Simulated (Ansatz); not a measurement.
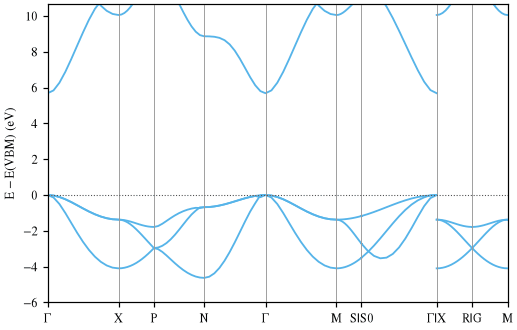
Band structure from r²SCAN in the plane-wave PAW code Ansatz

Task: Read off the gap and where the band edges lie.

Result: About 5.7 eV (5.68 eV by a search for the band edges); maximum at Γ, minimum at Γ.

The material is MgO (rock salt, Fm-3m).

The r²SCAN relaxation kept the symmetry of its start. The volume moved by -33 % from the start of the relaxation. Point labels and valley counts follow the cell and symmetry of the run, lower than the named group.

Potentials: the later of the program's two PAW sets.
